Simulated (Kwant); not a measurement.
Device: quantum point contact (saddle potential) in a GaAs two-dimensional gas. Effective mass 0.067 mₑ, grid spacing 8.3 nm, hard walls, nominal width 200 nm (25 grid rows, so walls 215.8 nm apart), one parabolic valley, scattering region 600 nm long along x; energies count from the band bottom; Fermi energy swept from 7.0155e-05 to 0.002379 eV. Potential (V0 + ½k y²) cos²(πx/L) for |x| < L/2, with V0 = 0.00092 eV, k = 3.7e-07 eV/nm², L = 150 nm. Perpendicular field 0.18 T, also in the leads; orbital effect alone.

The device is made up for the run: typed textbook-type constants, with dimensions and the other settings drawn at random.

Model: effective-mass tight-binding model on a square grid, one spin, coherent transport at 0 K (Kwant). Conductance is in e²/h.

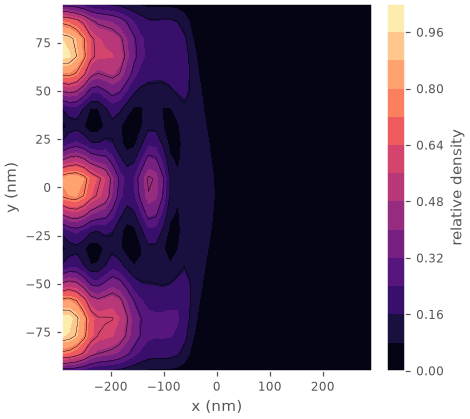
Fig. 1. Density of the scattering states that come in from the left lead, at energy = 0.0012413 eV, in bins, relative to the largest site value

The conductance there is 0.52 e²/h with 3 open channel(s) in the leads.
